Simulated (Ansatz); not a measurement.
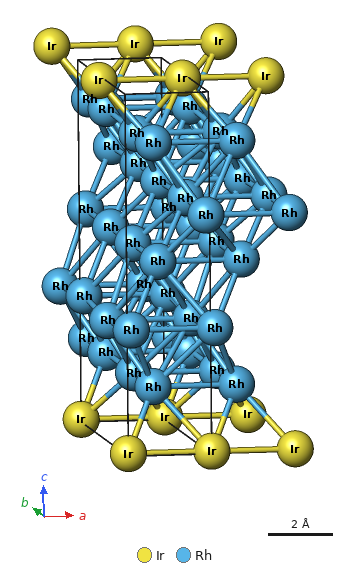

Starting structure of solid IrRh$_{5}$ (a generated structure, set up in P1) (coarse preliminary run). The picture is a ball-and-stick view of the cell of the calculation, repeated 2 × 2 × 1 with one cell outlined, seen slightly off an axis.

Method: Ansatz, DFT PBE, scalar-relativistic, plane waves, PAW.

Input file:
```yaml
crystal:
  lattice:
    - [2.7496818202, 0.0002595692, -0.046681399]
    - [0.0005191383, 5.2651064301, 0.0865614368]
    - [-0.1979439821, 0.1835240145, 11.638058925]
  atoms:
    - { symbol: Ir, position: [-0.0141067967, 0.5256354671, -0.0116289315] }
    - { symbol: Ir, position: [0.0112276445, 0.0175663781, 0.0057994804] }
    - { symbol: Rh, position: [-0.0214316107, 0.4732843732, 0.6634355398] }
    - { symbol: Rh, position: [-0.0439970342, 0.0008633464, 0.6602821343] }
    - { symbol: Rh, position: [0.4699115499, 0.2418147899, 0.8399881132] }
    - { symbol: Rh, position: [0.5592066538, 0.7521922043, 0.8170811075] }
    - { symbol: Rh, position: [0.4388122386, 0.2403745981, 0.1668572669] }
    - { symbol: Rh, position: [0.504720293, 0.7692720386, 0.1548434781] }
    - { symbol: Rh, position: [0.060797194, 0.0205323314, 0.3464154756] }
    - { symbol: Rh, position: [0.04125323, 0.4909760652, 0.3285733373] }
    - { symbol: Rh, position: [0.5063261014, 0.2352052032, 0.5126457664] }
    - { symbol: Rh, position: [0.4872805364, 0.7322832046, 0.5157072318] }
basis:
  ecutwfc: 420
kpoints:
  mp_grid: { grid: [8, 4, 2] }
hamiltonian:
  xc: pbe
scf:
  occupations: { method: gaussian, width: 0.2 }
  lower_state_search: "off"
output:
  forces: true
  stress: true
  eigenvalues: true
relax:
  adjacent_minimum: "off"
  f_tol: 0.025
  max_steps: 60
  cell: { stress_tol: 0.25 }
```

Run as
```bash
ansatz run input.yaml --threads 1 --pin off --max-ram 2560MiB --backend cpu --events-out ev --progress --plain --runs-dir out
```

What does the optimiser find from here?

Answer. The energy falls by 193 meV per atom in 3 accepted moves (4 points after the start). The largest force component goes from 2.5 to 0.0066 eV/Å. The pressure goes from 10.62 to −0.14 GPa. The SCF was repeated once at an unchanged geometry on a basis and grid sized afresh for the cell, which shifted the energy by 0.1 meV per atom at most. The atom that moves furthest relative to the cell is Rh6 (0.25 Å along [−3 0 1]). Largest moves by element: Rh 0.25 Å, Ir 0.20 Å. The volume changes by +0.9 %, with a 2.750 → 2.718 Å (−1.2 %), b 5.266 → 5.436 Å (+3.2 %), c 11.641 → 11.497 Å (−1.2 %), α 88.2° → 90.0°, β 91.9° → 90.0°. Some distances before and after: Ir2–Rh6 3.078 → 2.707 Å, Rh4–Rh11 2.393 → 2.703 Å, Rh10–Rh12 3.014 → 2.704 Å, Rh8–Rh9 3.003 → 2.731 Å. The space group (tolerance 0.01 Å) goes from P1 (No. 1) to P4/mmm (No. 123).

The structure at the end:

```xyz
12
Lattice="2.7180 0.0000 0.0000 0.0000 5.4357 0.0000 -0.0003 0.0005 11.4969" Properties=species:S:1:pos:R:3 pbc="T T T"
Ir   -0.0002    2.7185   11.4969
Ir    2.7176    0.0005   11.4968
Rh   -0.0001    2.7180    7.6508
Rh    2.7174    0.0005    7.6507
Rh    1.3587    1.3593    9.5908
Rh    1.3588    4.0773    9.5905
Rh    1.3589    1.3588    1.9062
Rh    1.3591    4.0770    1.9063
Rh    2.7179    0.0002    3.8463
Rh    0.0000    2.7179    3.8463
Rh    1.3589    1.3591    5.7487
Rh    1.3590    4.0768    5.7486
```

The end point in the same view:

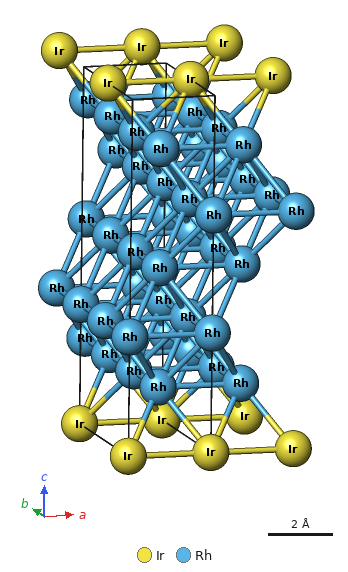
